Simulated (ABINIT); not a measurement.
# How slowly RPA converges: BaMg2Sb2 (P-3m1)

Wanted: RPA correlation energy of BaMg2Sb2 (P-3m1), with cost.

Method: LDA and many-body steps on it, plane waves, in ABINIT 10.8.3.

### 1. The starting structure

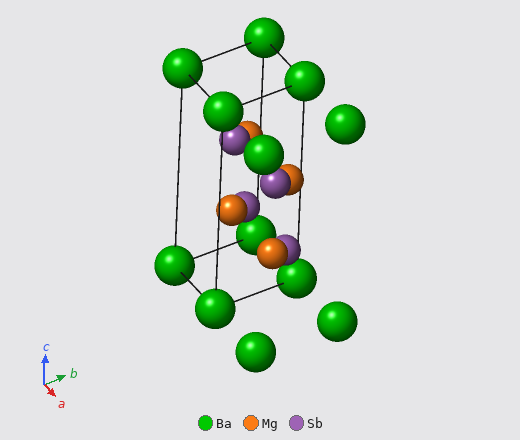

The starting structure, seen slightly off an axis (barium green, magnesium orange, antimony purple). 2×1×1 cells are drawn. Some periodic images of atoms are drawn too.

The cell and positions come from the Crystallography Open Database and are kept as given unless a step says otherwise. Spin-orbit coupling is left out unless a step names it.

### 2. Empty states on the mesh, 3×3×1 mesh, 391 bands

This step: ABINIT 10.8.3; DFT, LDA, plane waves, norm-conserving pseudopotentials.

The sums over transitions need many empty states on a uniform mesh; this step solves for them.

run.abi

```
acell 3*1.0 Angstrom
rprim 
  4.770000000028 -0.000000000006 0.000000000000
  -2.385000000008 4.130941176079 0.000000000000
  0.000000000000 0.000000000000 8.100000000000
ntypat 3
znucl 56 12 51
natom 5
typat 1 2 2 3 3
xred 
  0.000000000000 0.000000000000 0.000000000000
  0.333333333333 0.666666666667 0.624700000000
  0.666666666667 0.333333333333 0.375300000000
  0.333333333333 0.666666666667 0.268000000000
  0.666666666667 0.333333333333 0.732000000000
pp_dirpath "pseudos"
pseudos "Ba.upf, Mg.upf, Sb.upf"
ecut 38
ngkpt 3 3 1
nshiftk 1
shiftk 0 0 0
kptopt 1
chksymbreak 0
iscf -2
irdden 1
istwfk *1
nband 391
nbdbuf 34
tolwfr 1e-09
nstep 60
prtvol 0
indata_prefix "in"
outdata_prefix "out"
tmpdata_prefix "tmp"
```

On the command line:

```console
$ OMP_NUM_THREADS=1 mpirun -n 3 abinit run.abi > log
```

Numbers of over 12 decimals in the logs are rounded to 6 here.

Output:

```text
.Version 10.8.3 of ABINIT. v10.8.2 released Aug 2026.

 Symmetries : space group P-3 m 1 (#164); Bravais hP (primitive hexag.)
[... echo of the input left out ...]
== DATASET  1 ==================================================================
-   mpi_nproc: 3, omp_nthreads: 1 (-1 if OMP is not activated)

--- !DatasetInfo
iteration_state: {dtset: 1, }
dimensions: {natom: 5, nkpt: 3, mband: 391, nsppol: 1, nspinor: 1, nspden: 1, mpw: 12103, }
cutoff_energies: {ecut:  38.0, pawecutdg:  -1.0, }
electrons: {nelect:   6.00000000E+01, charge:   0.00000000E+00, occopt:   1.00000000E+00, tsmear:   1.00000000E-02, }

 Real(R)+Recip(G) space primitive vectors, cartesian coordinates (Bohr,Bohr^-1):
 R(1)=  9.0139936  0.0000000  0.0000000  G(1)=  0.1109386  0.0640504  0.0000000
 R(2)= -4.5069968  7.8063475  0.0000000  G(2)=  0.0000000  0.1281009  0.0000000
 R(3)=  0.0000000  0.0000000 15.3067816  G(3)=  0.0000000  0.0000000  0.0653305
 Unit cell volume ucvol=  1.0770826E+03 bohr^3
 Angles (23,13,12)=  9.00000000E+01  9.00000000E+01  1.20000000E+02 degrees

 getcut: wavevector=  0.0000  0.0000  0.0000  ngfft=  54  54  90
         ecut(hartree)=     38.000   => boxcut(ratio)=   2.11886

--- Pseudopotential description ------------------------------------------------
- Ba Generated using ONCVPSP code by D. R. Hamann
- 56.00000  10.00000  180309                  znucl, zion, pspdat
12 -1012 2 -1 1912                            pspcod,pspxc,lmax,lloc,mmax
     nproj     2     2     2
  pspatm : epsatm=   25.95172157
         --- l  ekb(1:nproj) -->
             0    6.668455    0.685657
             1    5.046948    0.410312
             2    2.551809    0.419281
 pspatm: atomic psp has been read  and splines computed

- Mg Generated using ONCVPSP code by D. R. Hamann
- 12.00000  10.00000  180309                  znucl, zion, pspdat
12 -1012 1 -1 1510                            pspcod,pspxc,lmax,lloc,mmax
     nproj     2     2     0
  pspatm : epsatm=    9.23542517
         --- l  ekb(1:nproj) -->
[...]
pspatm: atomic psp has been read  and splines computed

- Sb Generated using ONCVPSP code by D. R. Hamann
- 51.00000  15.00000  180309                  znucl, zion, pspdat
12 -1012 2 -1 1416                            pspcod,pspxc,lmax,lloc,mmax
     nproj     2     2     2
  pspatm : epsatm=   26.56042106
         --- l  ekb(1:nproj) -->
[...]
pspatm: atomic psp has been read  and splines computed

--------------------------------------------------------------------------------

================================================================================
 prteigrs : about to open file out_EIG
 Non-SCF case, kpt    1 (  0.00000  0.00000  0.00000), residuals and eigenvalues=
  2.26E-10  3.09E-10  3.39E-10  3.59E-10  3.02E-10  2.45E-10  2.88E-10  2.42E-10
  9.17E-10  2.62E-10  2.23E-10  2.08E-10  2.07E-10  2.19E-10  1.84E-10  1.77E-10
  2.37E-10  1.89E-10  1.90E-10  6.54E-10  4.12E-10  6.00E-10  3.28E-10  7.17E-10
[...]
3.10E-04  1.51E-04  8.13E-05  1.18E-04  7.30E-04  3.97E-04  5.40E-04
 -2.5998E+00 -2.5997E+00 -1.4026E+00 -1.4025E+00 -1.4025E+00 -1.4025E+00
 -1.4024E+00 -1.4024E+00 -8.5670E-01 -8.5309E-01 -8.5309E-01 -8.5307E-01
 -8.5307E-01 -8.5279E-01 -8.5278E-01 -8.5242E-01 -8.5242E-01 -8.5241E-01
[...]
3.4442E+00  3.4548E+00  3.4548E+00  3.4833E+00  3.4833E+00  3.4885E+00
  3.4892E+00  3.5058E+00  3.5097E+00  3.5127E+00  3.5158E+00  3.5231E+00
  3.5278E+00
 prteigrs : prtvol=0 or 1, do not print more k-points.

--- !ResultsGS
iteration_state: {dtset: 1, }
comment   : Summary of ground state results
lattice_vectors:
- [  9.0139936,  -0.0000000,   0.0000000, ]
- [ -4.5069968,   7.8063475,   0.0000000, ]
- [  0.0000000,   0.0000000,  15.3067816, ]
lattice_lengths: [   9.01399,    9.01399,   15.30678, ]
lattice_angles: [ 90.000,  90.000, 120.000, ] # degrees, (23, 13, 12)
lattice_volume:   1.0770826E+03
convergence: {deltae:  0.000E+00, res2:  0.000E+00, residm:  9.978E-10, diffor:  0.000E+00, }
etotal    :  -3.28353895E+02
entropy   :   0.00000000E+00
fermie    :   1.63020635E-01
cartesian_stress_tensor: null
pressure_GPa: null
xred      :
- [  0.0000E+00,   0.0000E+00,   0.0000E+00, Ba]
- [  3.3333E-01,   6.6667E-01,   6.2470E-01, Mg]
- [  6.6667E-01,   3.3333E-01,   3.7530E-01, Mg]
- [  3.3333E-01,   6.6667E-01,   2.6800E-01, Sb]
- [  6.6667E-01,   3.3333E-01,   7.3200E-01, Sb]
cartesian_forces: null
force_length_stats: {min: null, max: null, mean: null, }

 Integrated electronic density in atomic spheres:
 ------------------------------------------------
 Atom  Sphere_radius  Integrated_density
[...]
================================================================================

 ----iterations are completed or convergence reached----

 Mean square residual over all n,k,spin=   48.014E-11; max=  99.782E-11
 reduced coordinates (array xred) for    5 atoms
[...]
0.333333333333      0.666666666667      0.268000000000
       0.666666666667      0.333333333333      0.732000000000

 cartesian coordinates (angstrom) at end:
    1      0.000000     0.000000     0.000000
    2      4e-12     2.753961     5.060070
    3      2.385000     1.376980     3.039930
    4      4e-12     2.753961     2.170800
    5      2.385000     1.376980     5.929200
 length scales=  1.889726125908  1.889726125908  1.889726125908 bohr
              =  1.000000000000  1.000000000000  1.000000000000 angstroms
 prteigrs : about to open file out_EIG
 Eigenvalues (hartree) for nkpt=   3  k points:
 kpt#   1, nband=391, wtk=  0.11111, kpt=  0.0000  0.0000  0.0000 (reduced coord)
[...]
3.38149    3.38149    3.38757    3.40377    3.40377    3.40563    3.40856    3.41260
   3.41260    3.43910    3.44420    3.45477    3.45479    3.48327    3.48334    3.48851
   3.48925    3.50575    3.50968    3.51269    3.51585    3.52310    3.52777
 prteigrs : prtvol=0 or 1, do not print more k-points.

== END DATASET(S) ==============================================================
================================================================================

 -outvars: echo values of variables after computation  --------
            nband         391
             nkpt           3
          spgroup         164
 [... the other variables as echoed above ...]

 Calculation completed.
```

Elapsed: 5 min, on 3 MPI ranks of Intel Xeon 6975P-C (Granite Rapids), shared host; peak memory 0.59 GiB.

This step gave:

```
gap                                                           : 1.040 eV
k of the valence top                                          : 0, 0, 0
k of the conduction bottom                                    : 0.3333, 0, 0
least direct gap                                              : 1.420 eV
k points computed                                             : 3
lowest point of the top converged band, above the valence top : 84.2660 eV
```

On this mesh the gap is 1.040 eV.

The density comes from a self-consistent run that is not shown.

### 3. RPA energy: 3×3×1 mesh, 83 bands, screening to 32.7 eV

The RPA dielectric matrix is built and inverted for each q.

This step: RPA screening on LDA, plane waves, norm-conserving pseudopotentials.

run.abi: that of step 2 with these lines changed.

```diff
@@ -23,10 +23,15 @@
 chksymbreak 0
-iscf -2
-irdden 1
 istwfk *1
-nband 391
-nbdbuf 34
-tolwfr 1e-09
-nstep 60
-prtvol 0
+occopt 1
+irdwfk 1
+optdriver 3
+nband 83
+ecuteps 1.2
+inclvkb 2
+awtr 1
+symchi 1
+gwcalctyp 1
+nfreqre 0
+nfreqim 8
+gwrpacorr 1
 indata_prefix "in"
```

On the command line:

```console
$ OMP_NUM_THREADS=1 mpirun -n 4 abinit run.abi > log
```

Output:

```text
.Version 10.8.3 of ABINIT. v10.8.2 released Aug 2026.

 Symmetries : space group P-3 m 1 (#164); Bravais hP (primitive hexag.)
[... echo of the input left out ...]
== DATASET  1 ==================================================================
-   mpi_nproc: 4, omp_nthreads: 1 (-1 if OMP is not activated)

--- !DatasetInfo
iteration_state: {dtset: 1, }
dimensions: {natom: 5, nkpt: 3, mband: 83, nsppol: 1, nspinor: 1, nspden: 1, mpw: 12103, }
cutoff_energies: {ecut:  38.0, pawecutdg:  -1.0, }
electrons: {nelect:   6.00000000E+01, charge:   0.00000000E+00, occopt:   1.00000000E+00, tsmear:   1.00000000E-02, }

 SCREENING: Calculation of the susceptibility and dielectric matrices

 Based on a program developped by R.W. Godby, V. Olevano, G. Onida, and L. Reining.
 Incorporated in ABINIT by V. Olevano, G.-M. Rignanese, and M. Torrent.
.Using double precision arithmetic ; gwpc =  8

[... cell and pseudopotentials left out ...]
--------------------------------------------------------------------------------

 ==== K-mesh for the wavefunctions ====
 Number of points in the irreducible wedge :     3
[... list of points left out ...]
 Together with 12 symmetry operations and time-reversal symmetry
 yields     9 points in the full Brillouin Zone.

 ==== Q-mesh for the screening function ====
 Number of points in the irreducible wedge :     3
[... list of points left out ...]
 Together with 12 symmetry operations and time-reversal symmetry
 yields     9 points in the full Brillouin Zone.

 setmesh: FFT mesh size selected  =    25x   25x   50
          total number of points  =        31250

 vcoul_init : cutoff-mode = AUXILIARY_FUNCTION
 q-points for optical limit:   1
     1)      0.000010    0.000020    0.000030

- screening: taking advantage of time-reversal symmetry
- Maximum band index for partially occupied states nbvw = 30
- Remaining bands to be divided among processors   nbcw = 53
- Number of bands treated by each node ~13

 Number of electrons calculated from density =   60.0000; Expected =   60.0000
 average of density, n =  0.055706
 r_s =    1.6243
 omega_plasma =   22.7670 [eV]

 calculating chi0 at frequencies [eV] :
  1    0.000000E+00    0.000000E+00
  2    0.000000E+00    1.343289E+03
  3    0.000000E+00    2.404413E+02
[...]
8    0.000000E+00    3.079585E+00
  9    0.000000E+00    5.512287E-01

--------------------------------------------------------------------------------
  q-point number  1        q = ( 0.000000, 0.000000, 0.000000) [r.l.u.]
--------------------------------------------------------------------------------
[... chi0 elements left out ...]
  [... further frequencies ...]

 For q-point:  0.000010 0.000020 0.000030
  dielectric constant =  20.1796
  dielectric constant without local fields =  22.0594

  Average fulfillment of the sum rule on Im[epsilon] for q-point    1 :     38.63  [%]
[... wings left out ...]
  q-point number  2        q = ( 0.333333, 0.000000, 0.000000) [r.l.u.]
--------------------------------------------------------------------------------
[... chi0 elements left out ...]
  [... further frequencies ...]

  Average fulfillment of the sum rule on Im[epsilon] for q-point    2 :     42.69  [%]

 [... 1 further q-points ...]
```

Run time: 11 s. Hardware: 4 MPI ranks; peak memory 0.97 GiB.

Numbers from this step:

```
ε∞ with local fields, on this mesh, along the program's q direction : 20.18
the same without local fields                                       : 22.06
plasma frequency                                                    : 22.77 eV
plane waves in the screening matrix                                 : 67
RPA correlation energy                                              : -16.39 eV
```

Local fields lower ε∞ by 9 %. On a Γ-centred mesh this coarse the value itself is usually too large, while a short band sum pulls it down.

### 4. RPA energy: 3×3×1 mesh, 145 bands, screening to 57.1 eV

run.abi: that of step 3 with these lines changed.

```diff
@@ -27,4 +27,4 @@
 optdriver 3
-nband 83
-ecuteps 1.2
+nband 145
+ecuteps 2.1
 inclvkb 2
```

Output:

```text
.Version 10.8.3 of ABINIT. v10.8.2 released Aug 2026.

 Symmetries : space group P-3 m 1 (#164); Bravais hP (primitive hexag.)
[... echo of the input left out ...]
== DATASET  1 ==================================================================
-   mpi_nproc: 4, omp_nthreads: 1 (-1 if OMP is not activated)

--- !DatasetInfo
iteration_state: {dtset: 1, }
dimensions: {natom: 5, nkpt: 3, mband: 145, nsppol: 1, nspinor: 1, nspden: 1, mpw: 12103, }
cutoff_energies: {ecut:  38.0, pawecutdg:  -1.0, }
electrons: {nelect:   6.00000000E+01, charge:   0.00000000E+00, occopt:   1.00000000E+00, tsmear:   1.00000000E-02, }

 SCREENING: Calculation of the susceptibility and dielectric matrices

 Based on a program developped by R.W. Godby, V. Olevano, G. Onida, and L. Reining.
 Incorporated in ABINIT by V. Olevano, G.-M. Rignanese, and M. Torrent.
.Using double precision arithmetic ; gwpc =  8

[... cell and pseudopotentials left out ...]
--------------------------------------------------------------------------------

 ==== K-mesh for the wavefunctions ====
 Number of points in the irreducible wedge :     3
[...]
- Number of bands treated by each node ~28

 Number of electrons calculated from density =   60.0000; Expected =   60.0000
 average of density, n =  0.055706
 r_s =    1.6243
 omega_plasma =   22.7670 [eV]

 calculating chi0 at frequencies [eV] :
  1    0.000000E+00    0.000000E+00
  2    0.000000E+00    1.343289E+03
  3    0.000000E+00    2.404413E+02
[...]
8    0.000000E+00    3.079585E+00
  9    0.000000E+00    5.512287E-01

--------------------------------------------------------------------------------
  q-point number  1        q = ( 0.000000, 0.000000, 0.000000) [r.l.u.]
--------------------------------------------------------------------------------
[... chi0 elements left out ...]
  [... further frequencies ...]

 For q-point:  0.000010 0.000020 0.000030
  dielectric constant =  19.6569
  dielectric constant without local fields =  22.0863

  Average fulfillment of the sum rule on Im[epsilon] for q-point    1 :     54.94  [%]
[... wings left out ...]
  q-point number  2        q = ( 0.333333, 0.000000, 0.000000) [r.l.u.]
--------------------------------------------------------------------------------
[... chi0 elements left out ...]
  [... further frequencies ...]

  Average fulfillment of the sum rule on Im[epsilon] for q-point    2 :     58.73  [%]

 [... 1 further q-points ...]
```

The job ended after 22 s (4 MPI ranks; peak memory 1.2 GiB).

This step gave:

| Quantity | Value |
| --- | --- |
| ε∞ with local fields, on this mesh, along the program's q direction | 19.66 |
| the same without local fields | 22.09 |
| plasma frequency | 22.77 eV |
| plane waves in the screening matrix | 147 |
| RPA correlation energy | -25.14 eV |

(Continued in part 2 of 2.)

[Paths, hosts, dates, memory and timing lines, banners, echoed tables and standing remarks are left out of the program output.]

[Logs are printed without paths, hosts, clocks, repeated set-up lines and the standing remarks that a program may print on its own settings, such as how far it seeks lower states.]

[Runs of the session that timed out or met a known fault of the program may be left out.]

[Hosts, paths, dates, database ids (printed as entryN), source tags and the programs' standing remarks are cut or masked in the printed files.]

[G0W0 gaps are taken among the corrected bands and points alone; a level outside them can change the order at an edge.]

[Where Ansatz stands beside ABINIT at settings called matched, ABINIT's density can come from a denser mesh and the files from another edition; pairs whose starting gaps differed by over 0.03 eV were left out, so agreement reads better than it is.]
